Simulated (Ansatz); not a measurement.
# FGeH6NOSi (SMILES O[SiH](F)[NH][GeH3]): what the fields show

Input

```
crystal:
  periodic: [false, false, false]
  atoms:
    - {symbol: O, position_ang: [0.501572, 0.843105, 1.802263]}
    - {symbol: Si, position_ang: [0.428087, -0.682477, 1.230471]}
    - {symbol: F, position_ang: [-0.429992, -1.642008, 2.175650]}
    - {symbol: N, position_ang: [-0.321788, -0.693968, -0.292768]}
    - {symbol: Ge, position_ang: [-0.220851, 0.611515, -1.592772]}
    - {symbol: H, position_ang: [-0.311527, 1.350293, 1.840289]}
    - {symbol: H, position_ang: [1.815455, -1.175070, 1.284678]}
    - {symbol: H, position_ang: [-0.784681, -1.541201, -0.584786]}
    - {symbol: H, position_ang: [-1.002348, 1.858318, -1.140444]}
    - {symbol: H, position_ang: [-0.854347, 0.017805, -2.858729]}
    - {symbol: H, position_ang: [1.245919, 0.996688, -1.843151]}
basis:
  gaussian: {orbitals: def2-TZVPP}
hamiltonian: {xc: pbe0, dispersion: d4}
output: {orbitals: {seedname: orbitals}}
```

Launched as:

```sh
ansatz run in.yaml --threads 2 --pin off --events-out ev --progress --plain --max-ram 31744MiB --backend cpu
```

Geometry: PBE0-D4/def2-TZVP.

All numbers below come from RKS PBE0-D4/def2-TZVPP in Ansatz.

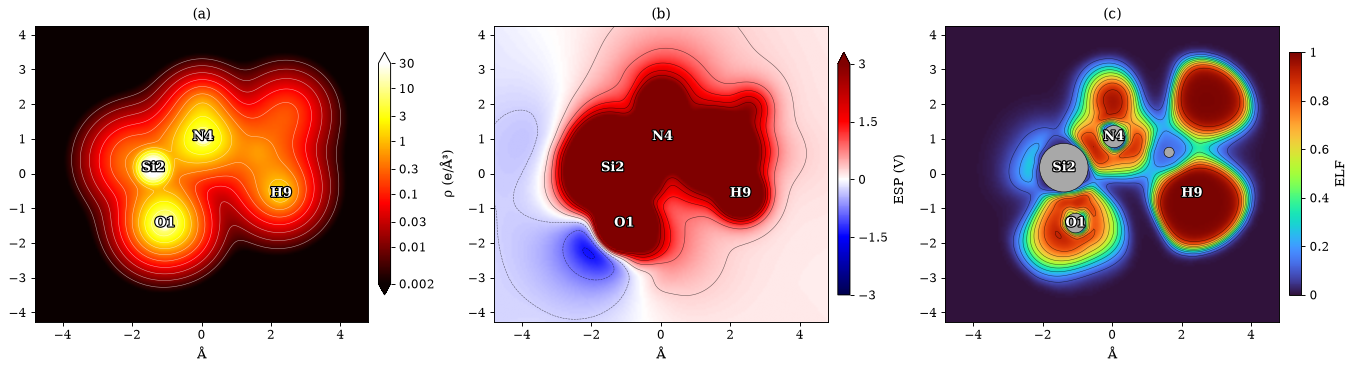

Figure 1. (a) electron density; (b) electrostatic potential; (c) electron localisation function on the plane of atoms O1, Si2 and N4. Grey discs cover the atomic cores in the ELF map.

> Describe what can be read from this map.

- The section cuts through O, Si, N and H sites.
- Si–O (1.63 Å): ρ is about 1.2 e/Å³ halfway; the ELF peaks at about 0.85 between the atoms: a polar covalent bond.
- Si–N (1.70 Å): ρ is about 1.2 e/Å³ halfway; the ELF peaks at about 0.90 between the atoms (a shared but strongly polarised pair).
- The ELF also peaks beside O1, away from the bonds: lone-pair regions.
- Outside the dense part of the molecule the potential is most negative (−1.4 V) near O1.

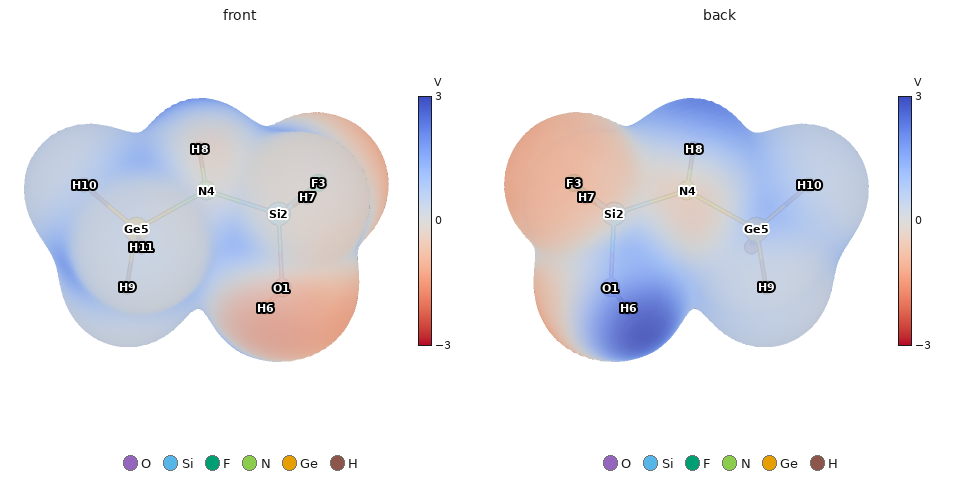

Figure 2. The electrostatic potential painted on the density surface at 0.002 e/bohr³, seen from the front and from behind; the colour scale runs from red (negative) to blue (positive).

> Where is the surface potential most negative and most positive?

The most negative region (about −1.3 V, or −30 kcal/mol for a unit charge) lies over O1, the most positive (about +2.7 V, or +62 kcal/mol for a unit charge) over H6. O1 is the likeliest acceptor of a hydrogen bond.

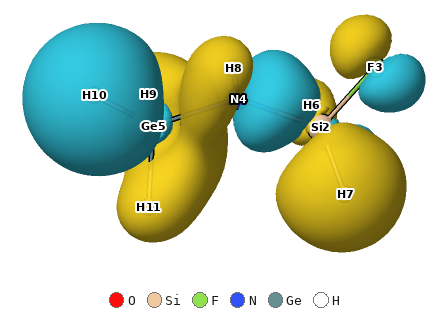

Figure 3. The HOMO−1 at ±0.06 Å⁻³ᐟ² (yellow and cyan are the two phases), seen from one side.

> Describe this orbital and give its energy.

Its weight (Hirshfeld) is mainly on Ge5 (about 25 %), H10 (about 25 %), N4 (about 15 %), Si2 (about 10 %) and H7 (about 10 %). Its energy is −9.64 eV.
